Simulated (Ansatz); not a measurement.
# A substitution series on Sn: OH to Br

Gas-phase molecules. On one Sn centre, n of the OH ligands are replaced by Br. The atomisation energy (no zero-point term) y in kJ/mol at CCSD(T)/def2-TZVPP. Shapes: PBE0-D4/def2-TZVP. Flexible molecules stand in one conformer, not always the lowest. Programs: Ansatz 0.2.0.

```
  molecule  n  y (kJ/mol)
   Sn(OH)4  0        3075
 Sn(OH)3Br  1           ?
Sn(OH)2Br2  2        2094
     SnBr4  4        1113
```

Task: Fit y = c + s·n to the known rows and predict Sn(OH)3Br.

Result: 
1. Means of the 3 rows: n = 2.00000, y = 2094.0.
2. Σ(Δn)² = 8, Σ(Δn·Δy) = -3924, so the slope is -3924/8 = -490.5.
3. Intercept: 2094.0 − (-490.5) × 2.00000 = 3075.0. The largest residual of the fit is 0.0.
4. Sn(OH)3Br: 3075.0 + (-490.5) × 1 = 2584 kJ/mol.

The run gave 2584 kJ/mol, so the prediction is off by 0 kJ/mol: they agree to the digits shown. The steps are nearly additive. The slope is the difference between a Sn–Br and a Sn–OH bond with the ligands’ own bonds. Other levels give for Sn(OH)3Br: PBE-D4/def2-TZVPP 2718; wB97M-V/def2-TZVPP 2648; CCSD/def2-TZVPP 2518 kJ/mol. Spin-orbit coupling of the free atoms (OH 0, Br 15 kJ/mol each; the atoms kept shift only the intercept) is left out. Coupled cluster in double- or triple-zeta sets underbinds by a few per cent against its basis-set limit. For atoms past krypton def2 sets carry core potentials with scalar relativity. Relativity is left out for Br. Outer-core shells of Br, Sn are correlated, in sets that cover them unevenly.

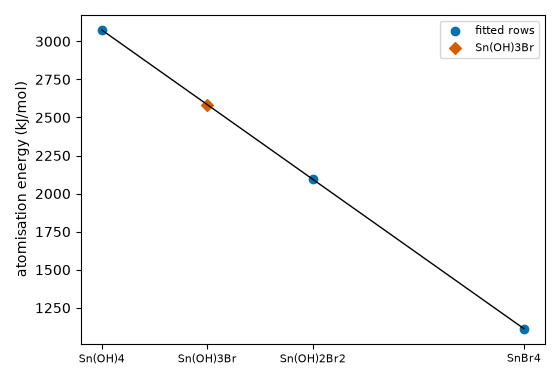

The fitted line, with the withheld member.
